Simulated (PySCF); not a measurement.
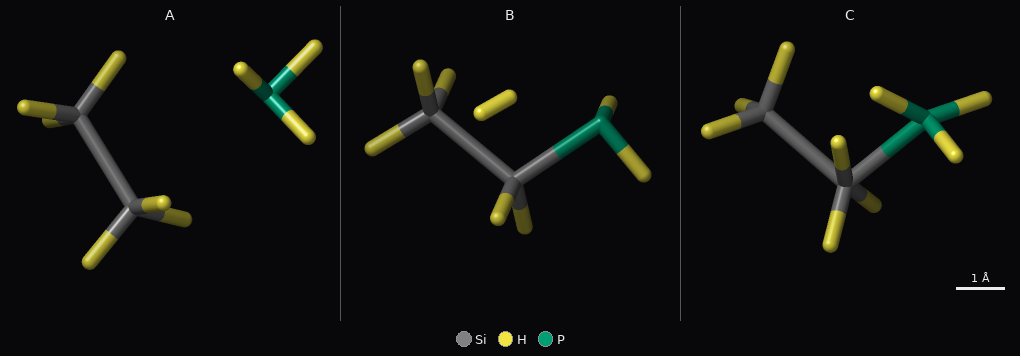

Three geometries of Si$_{2}$PH$_{9}$: a saddle point and the two minima that it joins, in shuffled order. A stick model, seen at a tilt. Sticks join atoms that are closer than about 1.2 times the sum of their covalent radii (a little more with hydrogen).

Stationary points at PBE0-D4/def2-TZVP, single-point energies with wB97M-V (def2-TZVPP where no basis is named; PySCF 2.14.0). The energies are electronic, without zero-point or thermal terms, and both ends are the minima reached downhill from the saddle, with any fragments still in contact.

Question: Which frame is the transition state, what reaction does it lead through, and what barrier is to be expected?

Answer: Frame C is the saddle point. Counted by bonded pieces, A holds PH₃ + Si₂H₆ and B holds H₂ + Si₂PH₇. From A over the saddle to B, bonds form: P–Si (3.77 → 2.29 → 2.26 Å), H–H (3.32 → 1.33 → 0.75 Å). Bonds break: H–Si (1.49 → 1.90 → 3.81 Å), H–P (1.42 → 1.50 → 3.34 Å). The saddle has one imaginary mode, 1366i cm⁻¹. With wB97M-V the barrier is 257.0 kJ/mol from A and 251.1 kJ/mol from B, and B lies 5.9 kJ/mol above A.

Limits of the set-up: the start holds two separate molecules, 3.2 Å apart at their closest, whose relative position is a soft coordinate.
